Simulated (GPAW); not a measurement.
# 1T-VClI monolayer in an electric field

Aim: the dipole that a field along the normal induces in 1T-VClI monolayer.

Main program and level: GPAW 26.7.0; GPAW, PAW setups; layer in a repeated cell with vacuum, relaxation of atoms and in-plane cell, in the first sound run; inputs show where later runs differ.

**1. The structure**

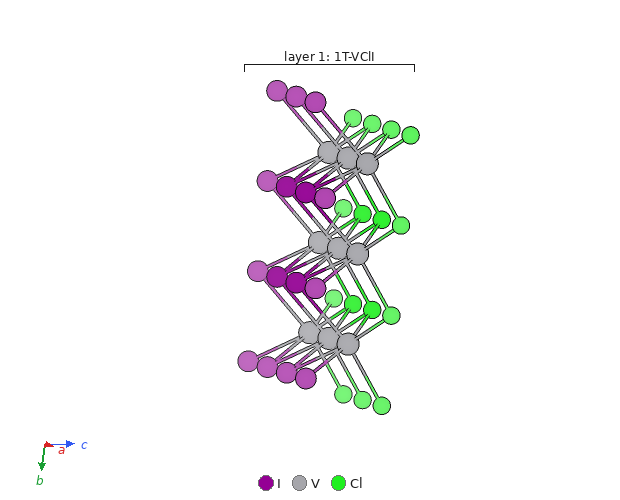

The starting structure, seen from the side, with the c axis across the page (iodine purple, vanadium grey, chlorine green). 2×2×1 cells are drawn. Some periodic images of atoms are drawn too.

The cell holds 3 atoms: 1 I, 1 V and 1 Cl. Its edges and angles: a = 3.783 Å, b = 3.783 Å, c = 21.056 Å, α = 90.0°, β = 90.0°, γ = 120.0°. Vacuum lies along c.

**2. Relaxing the atoms**

Forces are removed first; all later runs use this geometry.

run.py

```python
import json
import numpy as np
from ase import Atoms
from ase.filters import FrechetCellFilter
from ase.optimize import BFGS
from gpaw import GPAW, PW

slab = Atoms(
    ['I', 'V', 'Cl'],
    positions=[
        [1.89128, 1.09193, 9.00000],
        [0.00000, 0.00000, 10.85212],
        [-0.00000, 2.18387, 12.05557]],
    cell=[[3.78257, 0.0, 0.0], [-1.89128, 3.2758, 0.0], [0.0, 0.0, 21.0556]],
    pbc=[True, True, True],
    magmoms=[0.0, 1.0, 0.0])

slab.calc = GPAW(mode=PW(600), xc='PBE', kpts={'size': (9, 9, 1), 'gamma': True},
                 occupations={'name': 'fermi-dirac', 'width': 0.05}, nbands='160%',
                 convergence={'density': 1e-05}, maxiter=200,
                 symmetry={'tolerance': 1e-3}, txt='slab.txt')
result = {}
# The in-plane cell is free; stress needs a cell that repeats along all three vectors
path = []
opt = BFGS(FrechetCellFilter(slab, mask=[1, 1, 0, 0, 0, 1]), maxstep=0.2)
opt.attach(lambda: path.append((slab.get_potential_energy(), slab.positions.tolist(), slab.get_forces().tolist())))
result['relaxed'] = bool(opt.run(fmax=0.02, steps=45))
result['path'] = path
result['cell'] = slab.cell.tolist()
print('in-plane lattice', slab.cell.cellpar().round(4)[[0, 1, 5]])
energy = slab.get_potential_energy()
fermi = slab.calc.get_fermi_level()
v = slab.calc.get_electrostatic_potential().mean((0, 1)) - fermi
n = slab.calc.get_pseudo_density().mean((0, 1))
L = slab.cell[2, 2]
z = np.arange(len(v)) * L / len(v)
low, high = slab.positions[:, 2].min(), slab.positions[:, 2].max()
below, above = np.interp([low - 6.8, high + 6.8], z, v)
slopes = [np.interp(x, z, np.gradient(v, z)) for x in (low - 6.8, high + 6.8)]
eps = np.array([[slab.calc.get_eigenvalues(k, s) for k in range(len(slab.calc.get_ibz_k_points()))]
                for s in range(slab.calc.get_number_of_spins())]) - fermi
top, bottom = eps[eps < 0].max(), eps[eps > 0].min()
dipole = slab.get_dipole_moment()[2]
print(f'energy {energy:.4f} eV, Fermi level {fermi:.4f} eV, dipole {dipole:.5f} e A')
print(f'potential 6.8 A off the faces, from the Fermi level: lower {below:.4f} eV, upper {above:.4f} eV')
print(f'slope of the potential there: lower {slopes[0]:.5f}, upper {slopes[1]:.5f} eV/A')
print(f'nearest levels on the mesh: {top:.4f} and {bottom:.4f} eV')
print('magnetic moment', round(slab.get_magnetic_moment(), 3))
result.update(energy=energy, fermi=fermi, dipole=dipole, below=below, above=above, slopes=slopes, edges=[top, bottom],
              z=z.tolist(), v=v.tolist(), n=n.tolist(), positions=slab.positions.tolist(),
              forces=slab.get_forces(apply_constraint=False).tolist(), moments=slab.get_magnetic_moments().tolist())
json.dump(result, open('result.json', 'w'))
```

Started as:

```console
$ OMP_NUM_THREADS=1 OPENBLAS_NUM_THREADS=1 python run.py
```

The program printed:

```text
Step          Energy          fmax
BFGS:    0      -14.053631        0.636169
BFGS:    1      -14.064906        0.536842
BFGS:    2      -14.104040        0.201328
BFGS:    3      -14.106223        0.223622
BFGS:    4      -14.112427        0.235563
BFGS:    5      -14.118160        0.194272
BFGS:    6      -14.121933        0.090079
BFGS:    7      -14.122757        0.037115
BFGS:    8      -14.122841        0.030320
BFGS:    9      -14.122863        0.026761
BFGS:   10      -14.122899        0.014076
in-plane lattice [  3.8998   3.8998 120.    ]
energy -14.1229 eV, Fermi level -1.1908 eV, dipole -0.05290 e A
potential 6.8 A off the faces, from the Fermi level: lower 3.8849 eV, upper 4.0422 eV
slope of the potential there: lower -0.03462, upper -0.03458 eV/A
nearest levels on the mesh: -0.5955 and 0.5669 eV
magnetic moment 3.0
```

The job ended after 11 min (1 thread of AMD EPYC 7B13 (Zen 3), shared host; peak memory 0.58 GiB).

This step gave:

| Property | Result |
| --- | --- |
| dipole along the normal | -0.05290 e·Å |
| levels nearest the Fermi level on the mesh | -0.5955, 0.5669 eV from the Fermi level |
| site moments | -0.03817, 2.534, -0.006871 μB |
| sum of the site moments | 2.489 μB |

The electrostatic potential energy of an electron (without an applied field's), less the Fermi level, planar mean by z:

```tsv
z (Å)	electrostatic potential energy of an electron (without an applied field's), less the Fermi level, planar mean (eV)
0	3.96
2	3.90
4	3.83
6	3.75
8	1.44
10	-4.15
12	-13.1
14	4.16
16	4.14
18	4.07
20	4.00
```

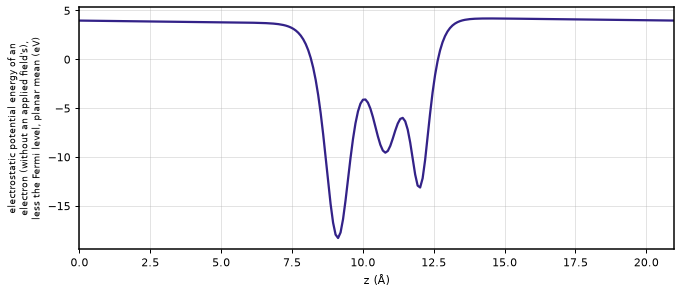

Electrostatic potential energy of an electron (without an applied field's), less the Fermi level, planar mean against z.

Pseudo valence density, planar mean against z:

```tsv
z (Å)	pseudo valence density, planar mean (e/Å³)
4	0
6	2.9e-4
8	0.104
10	0.291
12	0.366
14	0.00294
16	4.6e-6
```

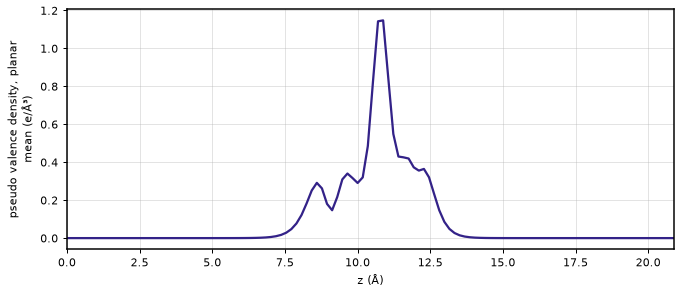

Pseudo valence density, planar mean, plotted against z.

Site moment by atom:

```tsv
atom	site moment (μB)
I1	-0.04
V2	2.53
Cl3	-0.01
```

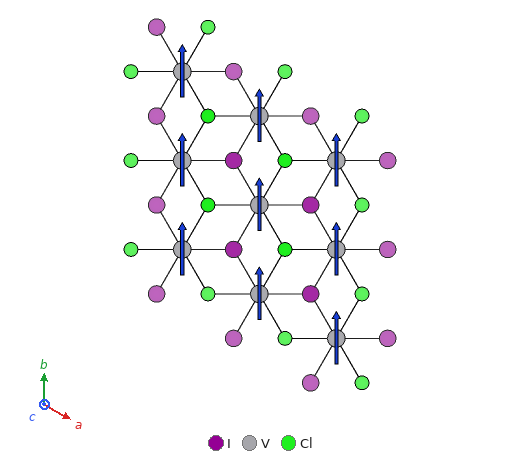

Site moment as arrows, the longest 2.53 μB. Up and down stand for the sign. Arrows give size and sign along the axis of quantisation, drawn up and down the page. 2×2×1 cells are drawn. Some periodic images of atoms are drawn too.

The relaxation lowered the energy of the cell by 0.0693 eV (energies extrapolated to zero smearing; the optimiser's log prints free energies). The largest force left on a free atom is 0.014 eV/Å.

**3. The slab's potential**

With the geometry fixed, the planar mean of the potential gives the vacuum level on each side.

This step: GPAW, PAW setups; slab in vacuum (GPAW 26.7.0).

The cell differs from the one that the last finished run ended in (c 21.056 → 20.908 Å).

run.py, as its differences from that of step 2:

```diff
@@ -3,4 +3,2 @@
 from ase import Atoms
-from ase.filters import FrechetCellFilter
-from ase.optimize import BFGS
 from gpaw import GPAW, PW
@@ -10,22 +8,15 @@
     positions=[
-        [1.89128, 1.09193, 9.00000],
-        [0.00000, 0.00000, 10.85212],
-        [-0.00000, 2.18387, 12.05557]],
-    cell=[[3.78257, 0.0, 0.0], [-1.89128, 3.2758, 0.0], [0.0, 0.0, 21.0556]],
-    pbc=[True, True, True],
+        [1.94992, 1.12578, 9.00000],
+        [0.00000, 0.00000, 10.68191],
+        [-0.00000, 2.25158, 11.90836]],
+    cell=[[3.89984, -0.0, 0.0], [-1.94992, 3.37736, 0.0], [0.0, 0.0, 20.9084]],
+    pbc=[True, True, False],
     magmoms=[0.0, 1.0, 0.0])
 
-slab.calc = GPAW(mode=PW(600), xc='PBE', kpts={'size': (9, 9, 1), 'gamma': True},
+slab.calc = GPAW(mode=PW(400), xc='PBE', kpts={'size': (9, 9, 1), 'gamma': True},
                  occupations={'name': 'fermi-dirac', 'width': 0.05}, nbands='160%',
                  convergence={'density': 1e-05}, maxiter=200,
+                 poissonsolver={'dipolelayer': 'xy'},
                  symmetry={'tolerance': 1e-3}, txt='slab.txt')
 result = {}
-# The in-plane cell is free; stress needs a cell that repeats along all three vectors
-path = []
-opt = BFGS(FrechetCellFilter(slab, mask=[1, 1, 0, 0, 0, 1]), maxstep=0.2)
-opt.attach(lambda: path.append((slab.get_potential_energy(), slab.positions.tolist(), slab.get_forces().tolist())))
-result['relaxed'] = bool(opt.run(fmax=0.02, steps=45))
-result['path'] = path
-result['cell'] = slab.cell.tolist()
-print('in-plane lattice', slab.cell.cellpar().round(4)[[0, 1, 5]])
 energy = slab.get_potential_energy()
```

The program printed:

```text
energy -14.0717 eV, Fermi level -1.1762 eV, dipole -0.04145 e A
potential 6.8 A off the faces, from the Fermi level: lower 3.6853 eV, upper 4.2561 eV
slope of the potential there: lower -0.00004, upper 0.00002 eV/A
nearest levels on the mesh: -0.5946 and 0.5661 eV
magnetic moment 3.0
```

It took 46 s on 1 thread; peak memory 0.27 GiB.

Numbers from this step:

```
dipole along the normal                    : -0.04145 e·Å
levels nearest the Fermi level on the mesh : -0.5946, 0.5661 eV from the Fermi level
upper work function                        : 4.256 eV
lower work function                        : 3.685 eV
site moments                               : -0.03806, 2.532, -0.006922 μB
upper ionisation energy                    : 4.851 eV
sum of the site moments                    : 2.487 μB
```

Electrostatic potential energy of an electron (without an applied field's), less the Fermi level, planar mean against z:

```tsv
z (Å)	electrostatic potential energy of an electron (without an applied field's), less the Fermi level, planar mean (eV)
0	3.97
2	3.69
4	3.69
6	3.68
8	0.630
10	-4.20
12	-12.0
14	4.22
16	4.26
18	4.26
20	4.26
```

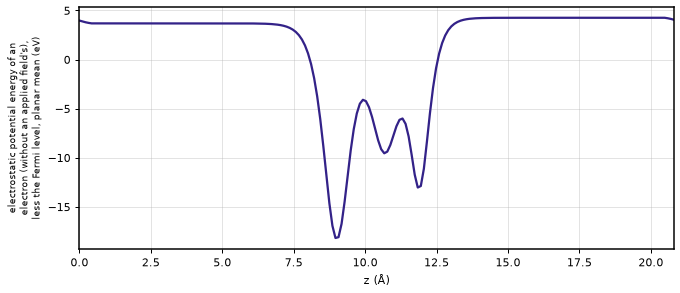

Electrostatic potential energy of an electron (without an applied field's), less the Fermi level, planar mean against z.

Table of pseudo valence density, planar mean by z:

```tsv
z (Å)	pseudo valence density, planar mean (e/Å³)
5	2.2e-5
6	4.1e-4
7	0.00796
8	0.136
9	0.157
10	0.303
11	0.761
12	0.357
13	0.0588
14	0.00211
15	7.9e-5
```

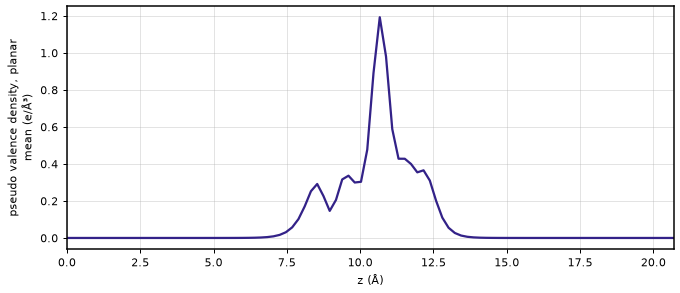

Pseudo valence density, planar mean against z.

The layer is gapped, so the Fermi level lies somewhere inside the gap, set by smearing and numerics, and these work functions are no property of the material; the band edges below the vacuum level are. The potential is flat to 3.9e-5 eV/Å where it is read, so the vacuum is wide enough.

**4. In a field**

A uniform field along the normal polarises the slab; the atoms stay fixed, so this is the electronic response alone.

run.py, as its differences from that of step 3:

```diff
@@ -4,2 +4,3 @@
 from gpaw import GPAW, PW
+from gpaw.external import ConstantElectricField
 
@@ -19,2 +20,3 @@
                  poissonsolver={'dipolelayer': 'xy'},
+                 external=ConstantElectricField(-0.2, [0, 0, 1]),
                  symmetry={'tolerance': 1e-3}, txt='slab.txt')
```

The program printed:

```text
energy -14.0864 eV, Fermi level -1.1388 eV, dipole -0.10791 e A
potential 6.8 A off the faces, from the Fermi level: lower 3.1813 eV, upper 4.6639 eV
slope of the potential there: lower -0.00004, upper 0.00003 eV/A
nearest levels on the mesh: -0.5964 and 0.5708 eV
magnetic moment 3.0
```

It took 2.7 min on 1 thread; peak memory 0.41 GiB.

Numbers from this step:

| Item | Value |
| --- | --- |
| dipole along the normal | -0.1079 e·Å |
| levels nearest the Fermi level on the mesh | -0.5964, 0.5708 eV from the Fermi level |
| site moments | -0.03906, 2.532, -0.006701 μB |
| sum of the site moments | 2.486 μB |
| potential below the slab, the applied field's own ramp left out | 3.181 eV from the Fermi level |
| potential above the slab, the applied field's own ramp left out | 4.664 eV from the Fermi level |

Table of electrostatic potential energy of an electron (without an applied field's), less the Fermi level, planar mean by z:

```tsv
z (Å)	electrostatic potential energy of an electron (without an applied field's), less the Fermi level, planar mean (eV)
0	3.92
1	3.18
2	3.18
3	3.18
4	3.18
5	3.18
6	3.17
7	3.03
8	0.206
9	-18.4
10	-4.28
11	-7.54
12	-11.8
13	3.70
14	4.63
15	4.66
16	4.66
17	4.66
18	4.66
19	4.66
20	4.66
```

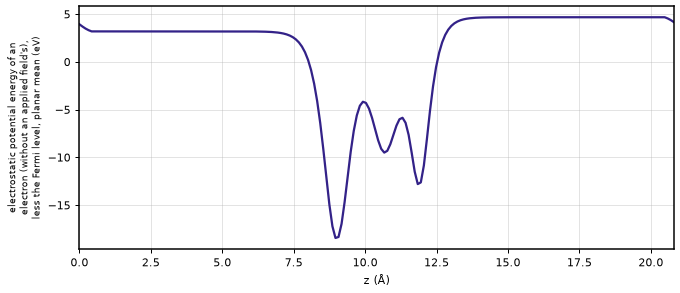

Electrostatic potential energy of an electron (without an applied field's), less the Fermi level, planar mean, plotted against z.

Force by atom:

```tsv
atom	x (eV/Å)	y (eV/Å)	z (eV/Å)	size
I1	0.0000	-0.0019	0.0291	0.0291
V2	0.0000	0.0016	-0.0549	0.0549
Cl3	0.0000	0.0002	0.0261	0.0261
```

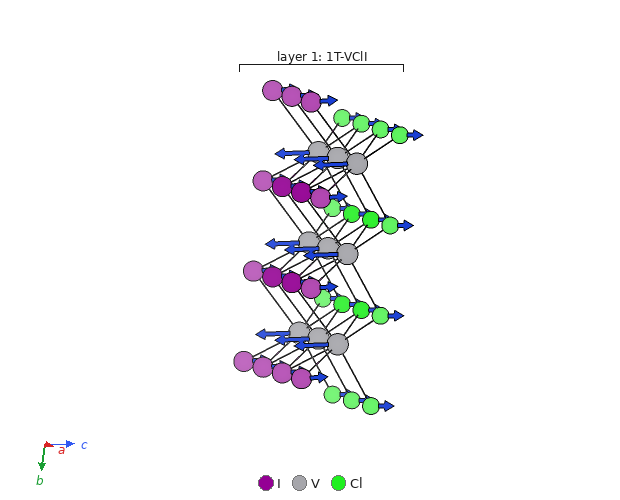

Force as arrows, the longest 0.0549 eV/Å. 2×2×1 cells are drawn. Some periodic images of atoms are drawn too.

The dipole is now -0.108 e Å, against -0.041 in the run without a field.

**5. In a field**

run.py, as its differences from that of step 4:

```diff
@@ -20,3 +20,3 @@
                  poissonsolver={'dipolelayer': 'xy'},
-                 external=ConstantElectricField(-0.2, [0, 0, 1]),
+                 external=ConstantElectricField(-0.1, [0, 0, 1]),
                  symmetry={'tolerance': 1e-3}, txt='slab.txt')
```

The program printed:

```text
energy -14.0772 eV, Fermi level -1.1569 eV, dipole -0.07474 e A
potential 6.8 A off the faces, from the Fermi level: lower 3.4325 eV, upper 4.4593 eV
slope of the potential there: lower -0.00004, upper 0.00003 eV/A
nearest levels on the mesh: -0.5957 and 0.5683 eV
magnetic moment 3.0
```

Wall time 2.6 min (1 thread); peak memory 0.4 GiB.

Numbers from this step:

```yaml
dipole_along_the_normal: -0.07474 e·Å
levels_nearest_the_fermi_level_on_the_mesh: -0.5957, 0.5683 eV from the Fermi level
site_moments: -0.03856, 2.532, -0.006805 μB
sum_of_the_site_moments: 2.487 μB
potential_below_the_slab_the_applied_field_s_own_ramp_left_out: 3.432 eV from the Fermi level
potential_above_the_slab_the_applied_field_s_own_ramp_left_out: 4.459 eV from the Fermi level
```

Table of electrostatic potential energy of an electron (without an applied field's), less the Fermi level, planar mean by z:

```tsv
z (Å)	electrostatic potential energy of an electron (without an applied field's), less the Fermi level, planar mean (eV)
0	3.95
2	3.43
4	3.43
6	3.42
8	0.418
10	-4.24
12	-11.9
14	4.42
16	4.46
18	4.46
20	4.46
```

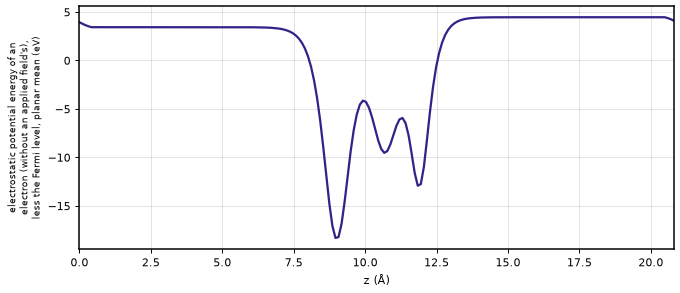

Electrostatic potential energy of an electron (without an applied field's), less the Fermi level, planar mean, plotted against z.

The dipole is now -0.0747 e Å, against -0.041 in the run without a field.

**6. In a field**

run.py, as its differences from that of step 5:

```diff
@@ -20,3 +20,3 @@
                  poissonsolver={'dipolelayer': 'xy'},
-                 external=ConstantElectricField(-0.1, [0, 0, 1]),
+                 external=ConstantElectricField(-0.05, [0, 0, 1]),
                  symmetry={'tolerance': 1e-3}, txt='slab.txt')
```

The program printed:

```text
energy -14.0739 eV, Fermi level -1.1663 eV, dipole -0.05814 e A
potential 6.8 A off the faces, from the Fermi level: lower 3.5586 eV, upper 4.3575 eV
slope of the potential there: lower -0.00004, upper 0.00003 eV/A
nearest levels on the mesh: -0.5953 and 0.5671 eV
magnetic moment 3.0
```

The job ended after 2.6 min (1 thread; peak memory 0.4 GiB).

Electrostatic potential energy of an electron (without an applied field's), less the Fermi level, planar mean against z:

```tsv
z (Å)	electrostatic potential energy of an electron (without an applied field's), less the Fermi level, planar mean (eV)
0	3.96
2	3.56
4	3.56
6	3.55
8	0.524
10	-4.22
12	-12.0
14	4.32
16	4.36
18	4.36
20	4.36
```

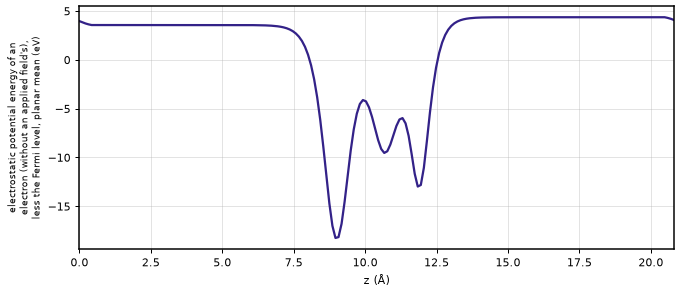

Electrostatic potential energy of an electron (without an applied field's), less the Fermi level, planar mean, plotted against z.

**7. Field on**

run.py, as its differences from that of step 6:

```diff
@@ -20,3 +20,3 @@
                  poissonsolver={'dipolelayer': 'xy'},
-                 external=ConstantElectricField(-0.05, [0, 0, 1]),
+                 external=ConstantElectricField(0.05, [0, 0, 1]),
                  symmetry={'tolerance': 1e-3}, txt='slab.txt')
```

The program printed:

```text
energy -14.0697 eV, Fermi level -1.1858 eV, dipole -0.02493 e A
potential 6.8 A off the faces, from the Fermi level: lower 3.8119 eV, upper 4.1545 eV
slope of the potential there: lower -0.00004, upper 0.00002 eV/A
nearest levels on the mesh: -0.5945 and 0.5647 eV
magnetic moment 3.0
```

Run time: 2.7 min. Hardware: 1 thread; peak memory 0.4 GiB.

**8. In a field**

run.py, as its differences from that of step 7:

```diff
@@ -20,3 +20,3 @@
                  poissonsolver={'dipolelayer': 'xy'},
-                 external=ConstantElectricField(0.05, [0, 0, 1]),
+                 external=ConstantElectricField(0.1, [0, 0, 1]),
                  symmetry={'tolerance': 1e-3}, txt='slab.txt')
```

The program printed:

```text
energy -14.0689 eV, Fermi level -1.1959 eV, dipole -0.00831 e A
potential 6.8 A off the faces, from the Fermi level: lower 3.9391 eV, upper 4.0533 eV
slope of the potential there: lower -0.00004, upper 0.00002 eV/A
nearest levels on the mesh: -0.5940 and 0.5636 eV
magnetic moment 3.0
```

Wall time 2.7 min (1 thread); peak memory 0.4 GiB.

Table of electrostatic potential energy of an electron (without an applied field's), less the Fermi level, planar mean by z:

```tsv
z (Å)	electrostatic potential energy of an electron (without an applied field's), less the Fermi level, planar mean (eV)
0	4.00
2	3.94
4	3.94
6	3.93
8	0.842
10	-4.17
12	-12.1
14	4.02
16	4.05
18	4.05
20	4.05
```

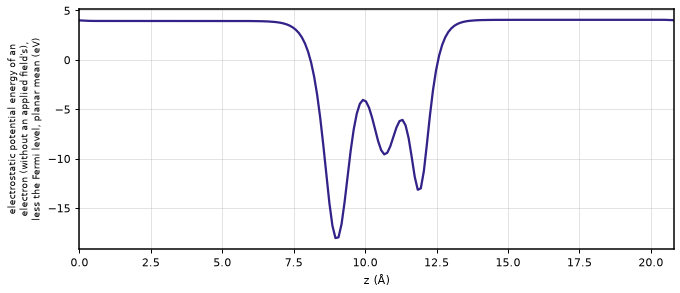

Electrostatic potential energy of an electron (without an applied field's), less the Fermi level, planar mean, plotted against z.

The dipole is now -0.00831 e Å, against -0.041 in the run without a field.

**9. In a field**

run.py, as its differences from that of step 8:

```diff
@@ -20,3 +20,3 @@
                  poissonsolver={'dipolelayer': 'xy'},
-                 external=ConstantElectricField(0.1, [0, 0, 1]),
+                 external=ConstantElectricField(0.2, [0, 0, 1]),
                  symmetry={'tolerance': 1e-3}, txt='slab.txt')
```

The program printed:

```text
energy -14.0698 eV, Fermi level -1.2167 eV, dipole 0.02498 e A
potential 6.8 A off the faces, from the Fermi level: lower 4.1949 eV, upper 3.8518 eV
slope of the potential there: lower -0.00004, upper 0.00002 eV/A
nearest levels on the mesh: -0.5930 and 0.5612 eV
magnetic moment 3.0
```

Run time: 2.9 min. Hardware: 1 thread; peak memory 0.4 GiB.

The electrostatic potential energy of an electron (without an applied field's), less the Fermi level, planar mean by z:

```tsv
z (Å)	electrostatic potential energy of an electron (without an applied field's), less the Fermi level, planar mean (eV)
0	4.02
1	4.19
2	4.19
3	4.19
4	4.19
5	4.19
6	4.18
7	4.02
8	1.06
9	-17.9
10	-4.13
11	-7.73
12	-12.3
13	2.95
14	3.82
15	3.85
16	3.85
17	3.85
18	3.85
19	3.85
20	3.85
```

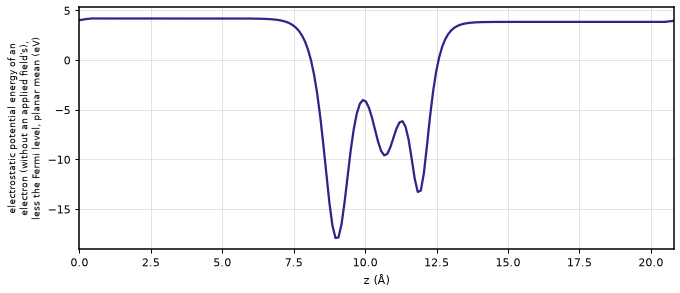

Electrostatic potential energy of an electron (without an applied field's), less the Fermi level, planar mean, plotted against z.

The dipole is now 0.0250 e Å, against -0.041 in the run without a field.

(Part 1 of 2 ends here.)

[Logs are printed without paths, hosts, clocks, repeated set-up lines and the standing remarks that a program may print on its own settings, such as how far it seeks lower states.]

[Hosts, paths, dates, database ids (printed as entryN), source tags and the programs' standing remarks are cut or masked in the printed files.]
